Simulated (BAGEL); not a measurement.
# Si2H5OF (SMILES F[SiH2]O[SiH3]): HF/STO-3G (density fitting with qzvpp-jkfit)

What is the energy change on altering one bond length of Si2H5OF at HF/STO-3G (density fitting with qzvpp-jkfit)? 

The results are computed with BAGEL 1.2.2.

1 further run of the same task is left out (set aside as unsound or not needed). Runs told in other sessions of the task aren't counted.

### 1 The system as given

Si2H5OF: 9 atoms, total charge 0, spin state singlet. As SMILES, `F[SiH2]O[SiH3]`. Geometry: relaxed at PBE0-D4/def2-TZVP. This is one conformer, not always the lowest.

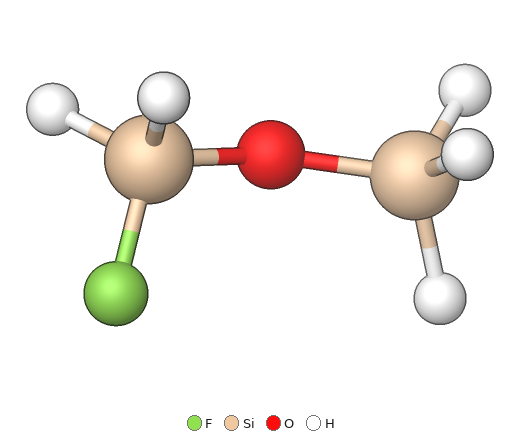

Viewed from a chosen angle; fluorine green, silicon light orange, oxygen red, hydrogen white.

### 2 A single-point energy at HF/STO-3G (density fitting with qzvpp-jkfit)

input.json reads:

```json
{ "bagel" : [

{
  "title" : "molecule",
  "basis" : "sto-3g",
  "df_basis" : "qzvpp-jkfit",
  "angstrom" : true,
  "geometry" : [
    { "atom" : "F", "xyz" : [   -1.694000,    1.210500,   -1.272300 ] },
    { "atom" : "Si", "xyz" : [   -0.171500,    1.320100,   -0.812600 ] },
    { "atom" : "O", "xyz" : [    0.351200,   -0.127900,   -0.321100 ] },
    { "atom" : "Si", "xyz" : [    0.285400,   -1.347000,    0.774900 ] },
    { "atom" : "H", "xyz" : [    0.623200,    1.737300,   -1.984500 ] },
    { "atom" : "H", "xyz" : [   -0.123700,    2.293600,    0.301100 ] },
    { "atom" : "H", "xyz" : [    1.618500,   -1.993000,    0.825600 ] },
    { "atom" : "H", "xyz" : [   -0.738800,   -2.335100,    0.357400 ] },
    { "atom" : "H", "xyz" : [   -0.061900,   -0.805000,    2.114200 ] }
  ]
},
{ "title" : "hf", "charge" : 0 },
{ "title" : "print", "file" : "orbitals.molden", "orbitals" : true }

]}
```

Command:

```
BAGEL_NUM_THREADS=1 BAGEL input.json > input.out
```

The log of the run:

```text
* using 1 threads per process

  ===============================================================
  ===============================================================

  *** Geometry ***

  { "atom" : "F", "xyz" : [     -3.201196,      2.287513,     -2.404299 ] },
  { "atom" : "Si", "xyz" : [     -0.324088,      2.494627,     -1.535591 ] },
  { "atom" : "O", "xyz" : [      0.663672,     -0.241696,     -0.606791 ] },
  { "atom" : "Si", "xyz" : [      0.539328,     -2.545461,      1.464349 ] },
  { "atom" : "H", "xyz" : [      1.177677,      3.283021,     -3.750161 ] },
  { "atom" : "H", "xyz" : [     -0.233759,      4.334276,      0.568997 ] },
  { "atom" : "H", "xyz" : [      3.058522,     -3.766224,      1.560158 ] },
  { "atom" : "H", "xyz" : [     -1.396130,     -4.412699,      0.675388 ] },
  { "atom" : "H", "xyz" : [     -0.116974,     -1.521230,      3.995259 ] },

  Number of auxiliary basis functions:      500

  Since a DF basis is specified, we compute 2- and 3-index integrals:
    o Being stored without compression. Storage requirement is 0.004 GB

  Number of basis functions:       33
  Number of electrons      :       50

    * METHOD: MOLECULE                             0.12

  *** RHF ***

  === Nuclear Repulsion ===
   231.1779326507

      * DIIS with orbital gradients will be used.

  === RHF iteration (sto-3g) ===
      0       -745.96439048          0.01403696           0.02
      1       -746.04523007          0.00329397           0.02
      2       -746.04975555          0.00087506           0.02
      3       -746.05020219          0.00022052           0.02
      4       -746.05023963          0.00003881           0.02
      5       -746.05024083          0.00000365           0.02
      6       -746.05024084          0.00000069           0.02
      7       -746.05024084          0.00000022           0.02
      8       -746.05024084          0.00000004           0.02
      9       -746.05024084          0.00000001           0.02
     10       -746.05024084          0.00000000           0.02
    * SCF iteration converged.

    * Permanent dipole moment:
           (   -0.269976,    -0.026082,    -0.287854) a.u.

    * METHOD: HF                                   0.24

    * METHOD: PRINT                                0.00

  ===============================================================
```

Run time: 0.56 s. Hardware: 1 thread of AMD EPYC 9R45 (Zen 5), shared host.

### 3 The distorted shape

hf.json reads:

```json
{ "bagel": [

{
  "title": "molecule",
  "basis": "sto-3g",
  "df_basis": "qzvpp-jkfit",
  "angstrom": true,
  "geometry": [
    { "atom": "F", "xyz": [   -0.464929,    2.396250,   -0.771287 ] },
    { "atom": "Si", "xyz": [    1.057571,    2.505850,   -0.311587 ] },
    { "atom": "O", "xyz": [    1.580271,    1.057850,    0.179913 ] },
    { "atom": "Si", "xyz": [    1.514471,   -0.161250,    1.275913 ] },
    { "atom": "H", "xyz": [    1.852271,    2.923050,   -1.483487 ] },
    { "atom": "H", "xyz": [    1.105371,    3.479350,    0.802113 ] },
    { "atom": "H", "xyz": [    2.847571,   -0.807250,    1.326613 ] },
    { "atom": "H", "xyz": [   -0.738800,   -2.335100,    0.357400 ] },
    { "atom": "H", "xyz": [    1.167171,    0.380750,    2.615213 ] }
  ]
},
{
  "title": "hf"
},
{
  "title": "print",
  "file": "orbitals.molden",
  "orbitals": true
}

]}
```

Command:

```
BAGEL_NUM_THREADS=1 BAGEL hf.json > hf.out
```

The log of the run:

```text
* using 1 threads per process

  ===============================================================
  ===============================================================

  *** Geometry ***

  { "atom" : "F", "xyz" : [     -0.878588,      4.528256,     -1.457521 ] },
  { "atom" : "Si", "xyz" : [      1.998520,      4.735370,     -0.588814 ] },
  { "atom" : "O", "xyz" : [      2.986279,      1.999047,      0.339986 ] },
  { "atom" : "Si", "xyz" : [      2.861935,     -0.304718,      2.411126 ] },
  { "atom" : "H", "xyz" : [      3.500285,      5.523764,     -2.803384 ] },
  { "atom" : "H", "xyz" : [      2.088848,      6.575019,      1.515774 ] },
  { "atom" : "H", "xyz" : [      5.381129,     -1.525481,      2.506935 ] },
  { "atom" : "H", "xyz" : [     -1.396130,     -4.412699,      0.675388 ] },
  { "atom" : "H", "xyz" : [      2.205634,      0.719513,      4.942036 ] },

  Number of auxiliary basis functions:      500

  Since a DF basis is specified, we compute 2- and 3-index integrals:
    o Being stored without compression. Storage requirement is 0.004 GB

  Number of basis functions:       33
  Number of electrons      :       50

    * METHOD: MOLECULE                             0.13

  *** RHF ***

  === Nuclear Repulsion ===
   226.9084557898

      * DIIS with orbital gradients will be used.

  === RHF iteration (sto-3g) ===
      0       -745.48705249          0.01616312           0.02
      1       -745.44872745          0.01467399           0.02
      2       -745.67768362          0.00748712           0.02
      3       -745.71784079          0.00224770           0.02
      4       -745.72060625          0.00095120           0.02
      5       -745.72112530          0.00021327           0.02
      6       -745.72114794          0.00007998           0.02
      7       -745.72115173          0.00000271           0.02
      8       -745.72115173          0.00000054           0.02
      9       -745.72115173          0.00000021           0.02
     10       -745.72115173          0.00000007           0.02
     11       -745.72115173          0.00000002           0.02
     12       -745.72115173          0.00000001           0.02
    * SCF iteration converged.

    * Permanent dipole moment:
           (   -0.913508,    -0.858296,    -0.434122) a.u.

    * METHOD: HF                                   0.30

    * METHOD: PRINT                                0.00

  ===============================================================
```

Wall time 0.62 s (1 thread of AMD EPYC 9R45 (Zen 5), shared host).

### 4 Results

Level: HF/STO-3G (density fitting with qzvpp-jkfit).

```
                                                          quantity          value
                                         first shape: total energy  -746.05024 Eh
                                        first shape: dipole moment         1.01 D
                                          first shape: HOMO energy       -8.62 eV
                                          first shape: LUMO energy       11.69 eV
                                        first shape: HOMO–LUMO gap       20.30 eV
                                     distorted shape: total energy  -745.72115 Eh
                                    distorted shape: dipole moment         3.37 D
                                      distorted shape: HOMO energy       -3.64 eV
                                      distorted shape: LUMO energy        2.56 eV
                                    distorted shape: HOMO–LUMO gap        6.20 eV
energy change with the Si4–H8 bond stretched from 1.483 to 3.263 Å       8.955 eV
```

What this shows: One bond (distorted shape) is far stretched, which a spin-restricted single reference describes badly; a broken-symmetry solution may lie lower. With the Si4–H8 bond stretched from 1.483 to 3.263 Å the energy rises by 8.95 eV (207 kcal/mol). The first shape isn't relaxed at this level, so the change isn't measured from a minimum. A restricted reference can't describe the breaking bond well at this length. The minimal basis adds a large error of its own.
